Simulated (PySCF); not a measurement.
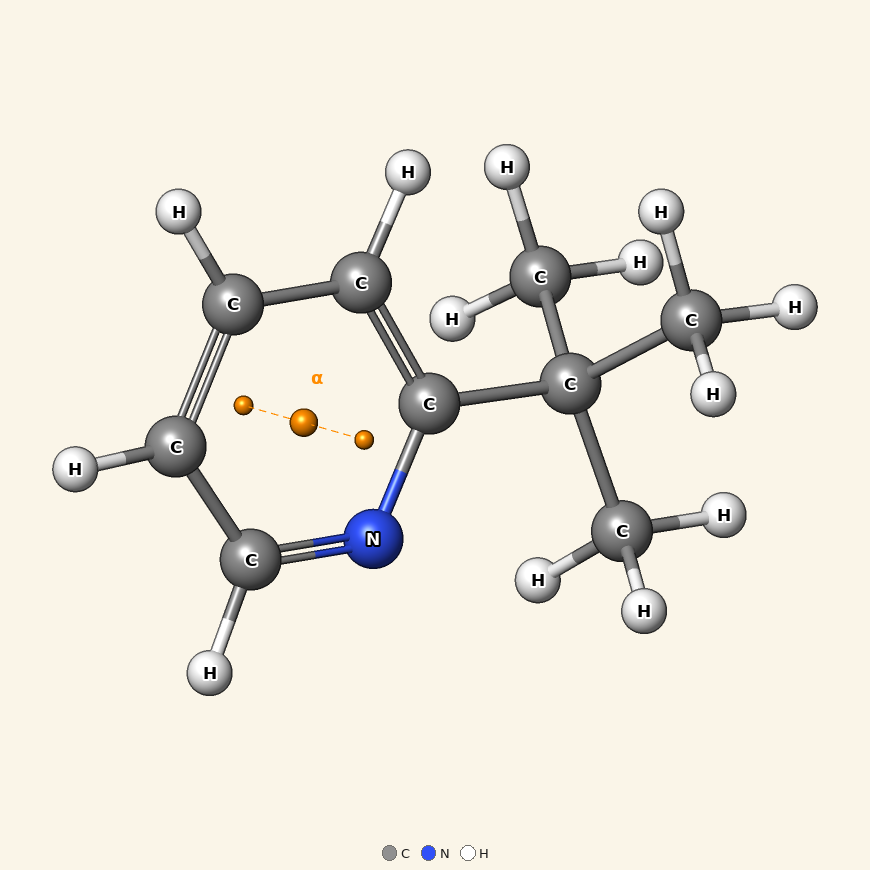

The small points mark where nucleus-independent chemical shifts (NICS) were computed: at the centre of each lettered ring and 1 Å above and below it. The computed structure is the end point of a PBE0-D3(BJ)/def2-SVP optimisation. No frequency run is at hand to confirm it as a minimum. Properties computed with GIAO PBE0/pcSseg-1 NMR shielding, non-relativistic, IEF-PCM water (PySCF 2.14.0).

Give NICS(0), NICS(1) and the out-of-plane component NICS(1)zz for each ring (means of the two sides).

```tsv
ring	members	NICS(0)	NICS(1)	NICS(1)zz
α	C5N	−7.1	−11.2	−27.4
```

Values in ppm.

What do the values say about the ring currents?

Ring α: diatropic, as in an aromatic ring. NICS is one index among several.
